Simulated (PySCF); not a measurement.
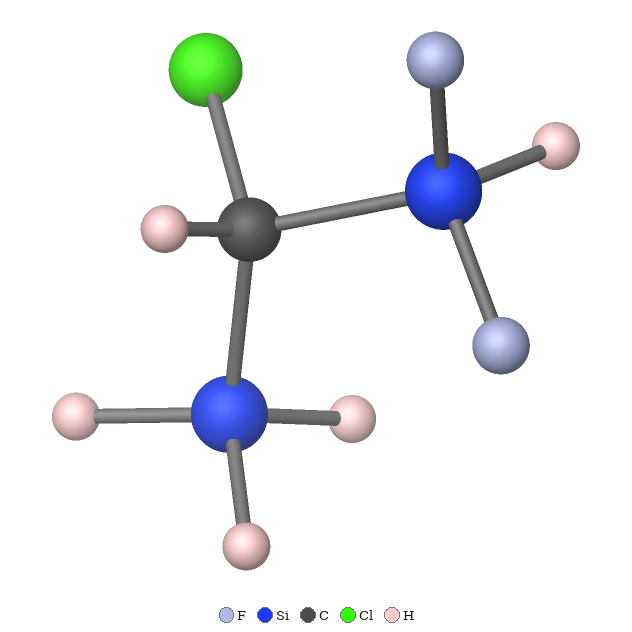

The geometry was computed by an optimisation with PBE0-D3(BJ)/def2-SVP. No frequency run is at hand to confirm it as a minimum.

What does the picture show?

The molecule is CH₅ClF₂Si₂. As SMILES it reads `F[SiH](F)[C@H]([SiH3])Cl`. It has no ring. Among its groups: C–Cl bond, Si–H bond. The point group is C1. Coordination: 2 Si tetrahedral; 1 C tetrahedral.

The parts below concern this one geometry. Atoms keep their numbers from picture to picture.

## Geometry

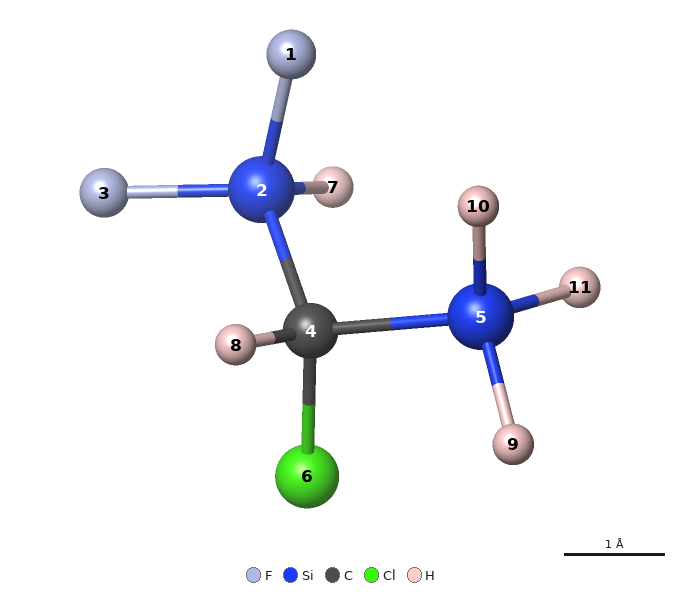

The atoms are numbered. No frequency run is at hand to confirm it as a minimum.

Which atoms are bonded, and how long are the bonds?

```json
{"bond": "F1–Si2", "length (Å)": "1.616", "order": "single"}
{"bond": "Si2–F3", "length (Å)": "1.612", "order": "single"}
{"bond": "Si2–C4", "length (Å)": "1.864", "order": "single"}
{"bond": "Si2–H7", "length (Å)": "1.476", "order": "single"}
{"bond": "C4–Si5", "length (Å)": "1.900", "order": "single"}
{"bond": "C4–Cl6", "length (Å)": "1.807", "order": "single"}
{"bond": "C4–H8", "length (Å)": "1.103", "order": "single"}
{"bond": "Si5–H9", "length (Å)": "1.490", "order": "single"}
{"bond": "Si5–H10", "length (Å)": "1.492", "order": "single"}
{"bond": "Si5–H11", "length (Å)": "1.492", "order": "single"}
```

## Core levels

No frequency run is at hand to confirm it as a minimum. Method: delta-SCF UKS PBE0, pcX-2 on the ionised atom, pcseg-1 elsewhere, spin-free X2C (PySCF 2.14.0).

Give the core-electron binding energies (to vacuum; p and d levels without spin–orbit splitting) of F1 1s, Si2 1s, Si2 2p, F3 1s, C4 1s, Si5 1s, Si5 2p, Cl6 1s, Cl6 2p.

```json
{"atom": "F1", "level": "1s", "binding energy (eV)": "692.0"}
{"atom": "Si2", "level": "1s", "binding energy (eV)": "1847.2"}
{"atom": "Si2", "level": "2p", "binding energy (eV)": "109.1"}
{"atom": "F3", "level": "1s", "binding energy (eV)": "692.0"}
{"atom": "C4", "level": "1s", "binding energy (eV)": "291.5"}
{"atom": "Si5", "level": "1s", "binding energy (eV)": "1845.0"}
{"atom": "Si5", "level": "2p", "binding energy (eV)": "107.3"}
{"atom": "Cl6", "level": "1s", "binding energy (eV)": "2826.1"}
{"atom": "Cl6", "level": "2p", "binding energy (eV)": "206.4"}
```

## Electronic properties

No frequency run is at hand to confirm it as a minimum. Level of theory: B3LYP/cc-pVTZ, gas phase (PySCF 2.14.0).

> What is the HOMO energy (Kohn–Sham orbital)?

−8.21 eV.

> Estimate the HOMO–LUMO gap.

7.43 eV.

> What is the dipole moment?

1.39 D.

## Quadrupole coupling

No frequency run is at hand to confirm it as a minimum. Electric field gradients from the ground-state density, B3LYP/cc-pVTZ (PySCF 2.14.0), non-relativistic apart from any core potentials.

Give the largest field-gradient component, the quadrupole coupling constant and the asymmetry for 35Cl at Cl6 (Q = −81.7 mb), 2H at H7 (Q = 2.86 mb), 2H at H8 (Q = 2.86 mb).

```json
{"atom": "Cl6", "V_zz (a.u.)": "3.848", "e²qQ/h (MHz)": "−73.9", "η": "0.02"}
{"atom": "H7", "V_zz (a.u.)": "0.138", "e²qQ/h (MHz)": "0.093", "η": "0.01"}
{"atom": "H8", "V_zz (a.u.)": "0.264", "e²qQ/h (MHz)": "0.177", "η": "0.09"}
```

## Spin–spin coupling

No frequency run is at hand to confirm it as a minimum. Method: B3LYP/6-31G* indirect spin-spin coupling, non-relativistic, gas phase (PySCF 2.14.0). Isotopes: 13C, 19F, 1H, 29Si.

Give the spin–spin coupling constants of these pairs, with the number of bonds between them: F1/Si2, Si2/H7, C4/Si5, F1/C4, F1/F3, Si5/H8, F1/H8, Si2/H11.

```csv
pair,bonds apart,J (Hz)
"F1, Si2",1,292.1
"Si2, H7",1,−267.7
"C4, Si5",1,−50.2
"F1, C4",2,18.6
"F1, F3",2,−15.9
"Si5, H8",2,6.4
"F1, H8",3,−2.1
"Si2, H11",3,−2.0
```

Density functionals are unreliable for couplings to fluorine, so those rows may be far off.
